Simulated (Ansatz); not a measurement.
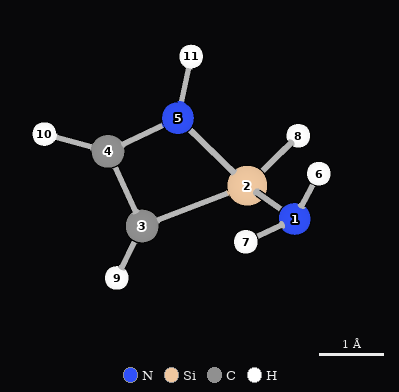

C2H6N2Si (coarse preliminary run), before the relaxation. Style: ball-and-stick. Shown at a tilt.

The start comes from a force field.

All numbers below come from Ansatz, RKS PBE-D4/def2-SVP.

Input file:
```yaml
crystal:
  periodic: [false, false, false]
  atoms:
    - {symbol: N, position_ang: [-0.193700, 0.717800, 1.765500]}
    - {symbol: Si, position_ang: [-0.634500, -0.346800, 0.556600]}
    - {symbol: C, position_ang: [-0.879400, 0.322500, -1.115800]}
    - {symbol: C, position_ang: [0.499600, -0.028900, -1.402300]}
    - {symbol: N, position_ang: [0.863800, -0.433300, -0.223400]}
    - {symbol: H, position_ang: [0.526700, 0.387600, 2.287700]}
    - {symbol: H, position_ang: [0.200700, 1.557000, 1.272400]}
    - {symbol: H, position_ang: [-0.956200, -1.689700, 0.971200]}
    - {symbol: H, position_ang: [-1.654200, 0.745600, -1.648500]}
    - {symbol: H, position_ang: [0.939300, 0.013900, -2.346800]}
    - {symbol: H, position_ang: [1.353300, -1.302700, -0.095900]}
basis:
  gaussian: {orbitals: def2-SVP}
hamiltonian: {xc: pbe, dispersion: d4}
relax: {f_tol: 0.03, max_steps: 200}
```

Command:
```bash
ansatz run in.yaml --threads 4 --pin off --events-out ev --progress --plain --max-ram 10444MiB
```

What does the optimiser find from here?

Answer. H6 moves most after the best rigid fit: 0.87 Å. By element the largest moves are H 0.87 Å, N 0.43 Å, Si 0.34 Å, C 0.29 Å. Among the contacts that change: Si2–N5 1.691 → 1.838 Å, C4–N5 1.298 → 1.408 Å, C3–C4 1.452 → 1.375 Å, N1–H6 0.949 → 1.021 Å. Bond angles that change, for instance: N1–Si2–N5 97.6° → 121.5°, Si2–N1–H7 105.6° → 121.2°, Si2–N5–H11 114.6° → 130.0°. After 11 geometry steps the energy has fallen by 224.2 kJ/mol. Largest force component: 7.1 eV/Å at the start, 0.018 eV/Å at the end.

The structure at the end:

```xyz
11

N    -0.2265    0.8164    1.9025
Si   -0.3173   -0.2369    0.5426
C    -0.8183    0.3641   -1.1336
C     0.3508   -0.1965   -1.5898
N     1.1550   -0.5849   -0.5010
H    -0.1241    0.4596    2.8538
H     0.1307    1.7692    1.8104
H    -0.8881   -1.5243    1.0666
H    -1.6035    0.8656   -1.7067
H     0.6954   -0.3476   -2.6327
H     1.7115   -1.4418   -0.5912
```

The end point in the same view:

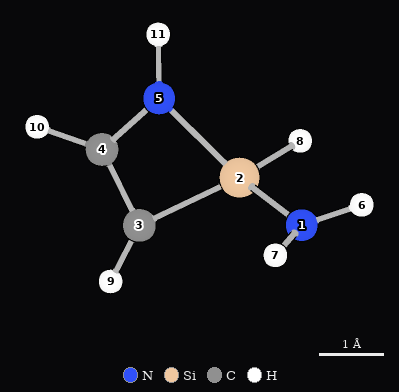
